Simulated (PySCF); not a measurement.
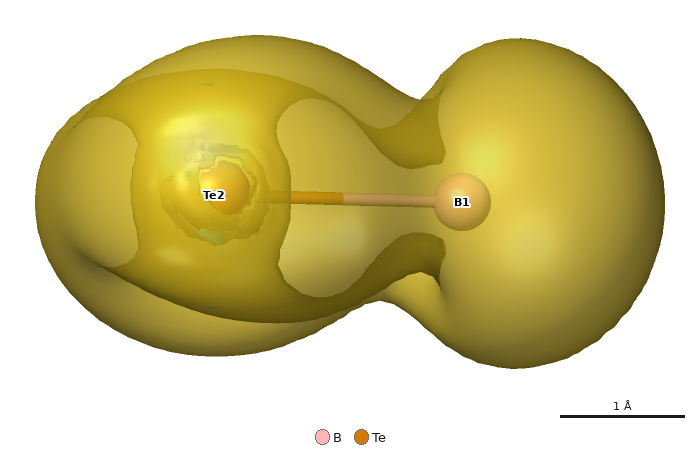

BTe (charge +1, triplet). Isosurfaces of the spin density at +0.02 (yellow) and −0.02 e/Å³ (cyan), seen from one side.

Core potentials replace the inner electrons of Te.

The calculation used PBE0/def2-SVPD, non-relativistic Hamiltonian with scalar-relativistic core potentials where named, at a bond length of 2.065 Å (PySCF).

```xyz
2

B     0.0000    0.0000   -1.9037
Te    0.0000    0.0000    0.1613
```

**Where is the unpaired spin?**

The unpaired spin (2 electrons) lies mostly on B1 (about 1.0) and Te2 (about 1.0), in electrons by Hirshfeld's partition.
